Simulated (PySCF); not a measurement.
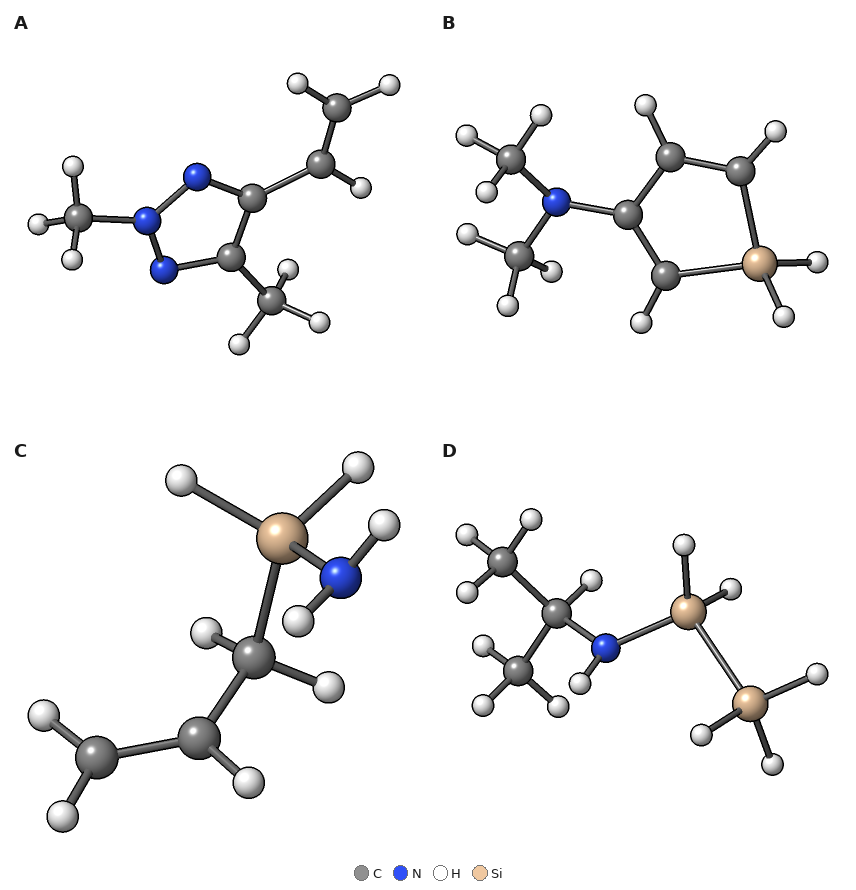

The picture comes from a calculation with PySCF.

Which panel belongs to which SMILES?
(1) CC(C)N[SiH2][SiH3]
(2) C=CC[SiH2]N
(3) CN(C)C1=C[SiH2]C=C1
(4) C=Cc1nn(C)nc1C

A is (4), B is (3), C is (2), D is (1).
